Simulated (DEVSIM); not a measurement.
Device: In0.52Al0.48As/In0.53Ga0.47As p-n heterojunction, at 300 K.

| layer (left to right) | material | thickness (μm) | Nd (cm⁻³) | Na (cm⁻³) | τn (s) | τp (s) |
|---|---|---|---|---|---|---|
| 1 | In0.52Al0.48As | 0.190 | - | 2.4e16 | 2.7e-9 | 2.7e-9 |
| 2 | In0.53Ga0.47As | 0.500 | 3.5e15 | - | 2.7e-9 | 2.7e-9 |

Left contact: ohmic. Right contact: ohmic. Voltage is applied to the left contact. Recombination: SRH at mid-gap, radiative. Mobility is constant in doping.

The device is made up for the run: typed textbook-type constants, with dimensions and the other settings drawn at random. Values at 300 K.

```tsv
parameter	In0.52Al0.48As	In0.53Ga0.47As
gap (eV)	1.45	0.74
affinity (eV)	4	4.51
permittivity	12.5	13.9
Nc (cm⁻³)	5.1e17	2.1e17
Nv (cm⁻³)	1.1e19	7.7e18
μn (cm²/Vs)	4000	12000
μp (cm²/Vs)	75	300
B (cm³/s)	1e-10	9.6e-11
```

Simulated with DEVSIM: 1D drift-diffusion, Boltzmann statistics, complete ionisation; no tunnelling, impact ionisation, image-force lowering or self-heating. Band offsets follow the typed affinities; no thermionic-emission limit at abrupt steps, no polarisation charge.

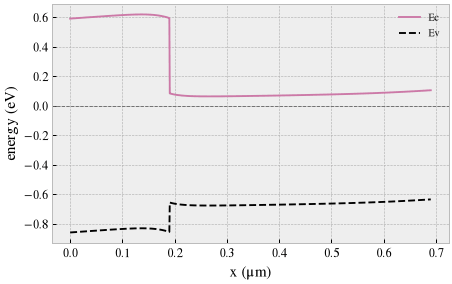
Figure: Band edges at 0.7 V on the left contact

Energies count from the Fermi level of the right contact; mesh points crowd at the junctions.

```json
[
 {"x (μm)": "0.000", "Ec (eV)": "0.592", "Ev (eV)": "-0.858", "n (cm⁻³)": "< 1e2", "p (cm⁻³)": "2.4e16", "field (V/cm)": "2500"},
 {"x (μm)": "0.003989", "Ec (eV)": "0.593", "Ev (eV)": "-0.857", "n (cm⁻³)": "580000", "p (cm⁻³)": "2.4e16", "field (V/cm)": "2500"},
 {"x (μm)": "0.01176", "Ec (eV)": "0.595", "Ev (eV)": "-0.855", "n (cm⁻³)": "1700000", "p (cm⁻³)": "2.4e16", "field (V/cm)": "2500"},
 {"x (μm)": "0.02500", "Ec (eV)": "0.598", "Ev (eV)": "-0.852", "n (cm⁻³)": "3300000", "p (cm⁻³)": "2.4e16", "field (V/cm)": "2500"},
 {"x (μm)": "0.06273", "Ec (eV)": "0.607", "Ev (eV)": "-0.843", "n (cm⁻³)": "7000000", "p (cm⁻³)": "2.4e16", "field (V/cm)": "2400"},
 {"x (μm)": "0.1094", "Ec (eV)": "0.617", "Ev (eV)": "-0.833", "n (cm⁻³)": "1.1e7", "p (cm⁻³)": "2.2e16", "field (V/cm)": "1700"},
 {"x (μm)": "0.1471", "Ec (eV)": "0.619", "Ev (eV)": "-0.831", "n (cm⁻³)": "1.5e7", "p (cm⁻³)": "1.5e16", "field (V/cm)": "-1200"},
 {"x (μm)": "0.1738", "Ec (eV)": "0.610", "Ev (eV)": "-0.840", "n (cm⁻³)": "2.7e7", "p (cm⁻³)": "5.0e15", "field (V/cm)": "-6600"},
 {"x (μm)": "0.1832", "Ec (eV)": "0.602", "Ev (eV)": "-0.848", "n (cm⁻³)": "3.8e7", "p (cm⁻³)": "1.9e15", "field (V/cm)": "-9400"},
 {"x (μm)": "0.1887", "Ec (eV)": "0.597", "Ev (eV)": "-0.853", "n (cm⁻³)": "4.8e7", "p (cm⁻³)": "3.5e14", "field (V/cm)": "-11000"},
 {"x (μm)": "0.1918", "Ec (eV)": "0.083", "Ev (eV)": "-0.657", "n (cm⁻³)": "8.4e15", "p (cm⁻³)": "4.0e16", "field (V/cm)": "-9600"},
 {"x (μm)": "0.2007", "Ec (eV)": "0.076", "Ev (eV)": "-0.664", "n (cm⁻³)": "1.1e16", "p (cm⁻³)": "3.0e16", "field (V/cm)": "-6300"},
 {"x (μm)": "0.2136", "Ec (eV)": "0.070", "Ev (eV)": "-0.670", "n (cm⁻³)": "1.4e16", "p (cm⁻³)": "2.3e16", "field (V/cm)": "-3500"},
 {"x (μm)": "0.2370", "Ec (eV)": "0.065", "Ev (eV)": "-0.675", "n (cm⁻³)": "1.7e16", "p (cm⁻³)": "1.8e16", "field (V/cm)": "-1000"},
 {"x (μm)": "0.3055", "Ec (eV)": "0.065", "Ev (eV)": "-0.675", "n (cm⁻³)": "1.7e16", "p (cm⁻³)": "1.4e16", "field (V/cm)": "400"},
 {"x (μm)": "0.4045", "Ec (eV)": "0.070", "Ev (eV)": "-0.670", "n (cm⁻³)": "1.4e16", "p (cm⁻³)": "1.0e16", "field (V/cm)": "630"},
 {"x (μm)": "0.5372", "Ec (eV)": "0.081", "Ev (eV)": "-0.659", "n (cm⁻³)": "9.1e15", "p (cm⁻³)": "6.0e15", "field (V/cm)": "1100"},
 {"x (μm)": "0.6084", "Ec (eV)": "0.090", "Ev (eV)": "-0.650", "n (cm⁻³)": "6.4e15", "p (cm⁻³)": "3.6e15", "field (V/cm)": "1600"},
 {"x (μm)": "0.6576", "Ec (eV)": "0.099", "Ev (eV)": "-0.641", "n (cm⁻³)": "4.6e15", "p (cm⁻³)": "1.6e15", "field (V/cm)": "2000"},
 {"x (μm)": "0.6744", "Ec (eV)": "0.103", "Ev (eV)": "-0.637", "n (cm⁻³)": "4.0e15", "p (cm⁻³)": "8.4e14", "field (V/cm)": "2100"},
 {"x (μm)": "0.6837", "Ec (eV)": "0.104", "Ev (eV)": "-0.636", "n (cm⁻³)": "3.7e15", "p (cm⁻³)": "3.6e14", "field (V/cm)": "2100"},
 {"x (μm)": "0.6900", "Ec (eV)": "0.106", "Ev (eV)": "-0.634", "n (cm⁻³)": "3.5e15", "p (cm⁻³)": "1.7e8", "field (V/cm)": "2200"}
]
```
